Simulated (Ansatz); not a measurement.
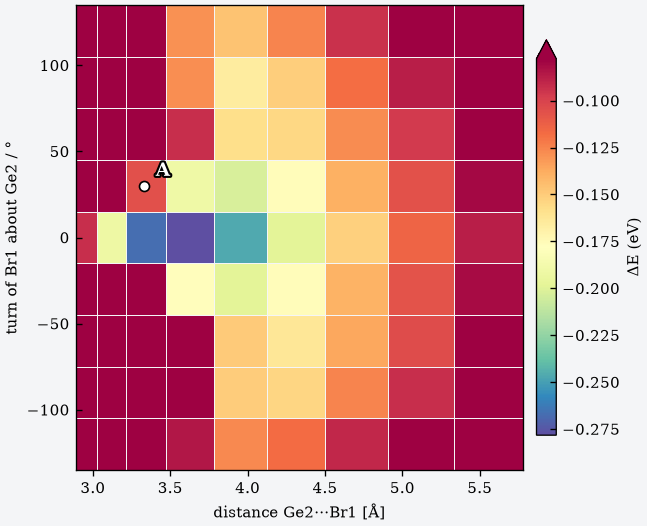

The pair Br···GeH₄, charge −1. 
- The turn is about an axis along (−0.93, −0.19, 0.31) in the frame of the relaxed pair, normal to the line between the partners.
- Coordinates scanned: (1) distance Ge2···Br1; (2) turn of Br1 about Ge2.
- Grid: 9 × 9 points.
- Energies are in eV, from the ion and the molecule far apart, frozen as in the relaxed pair, each in its own basis (no counterpoise correction).
- Energies and slopes of some neighbouring points disagree (a jump in structure or state, or too coarse a mesh).
- Level of theory: RKS B3LYP-D4/def2-TZVPD in Ansatz 0.2.0.

Drawn: one coloured cell a grid point, one colour for all values above the top of the scale, the point A.

Question: Is A at rest? If not, where is it pushed?

Answer: A, at distance Ge2···Br1 = 3.331 Å, turn of Br1 about Ge2 = 30°, is not a stationary point. The computed force is 0.51 eV for each Å towards larger values of distance Ge2···Br1 and 0.0088 eV for each degree towards smaller values of turn of Br1 about Ge2.
